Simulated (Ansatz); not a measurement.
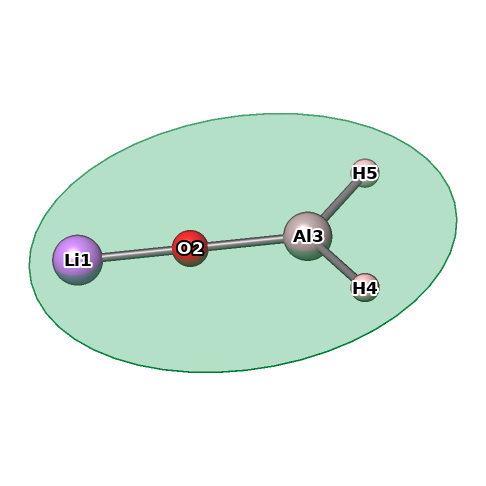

A disc through the centre of mass is drawn in. Atoms fade into the background with distance from the viewer. Computed geometry: PBE-D4/def2-SVP optimisation. No frequency run is at hand to confirm it as a minimum.

> Is the plane of the disc a mirror plane of the structure?

Yes. The reflection leaves Li1, O2, Al3, H4, H5 in place. The point group is C2v.
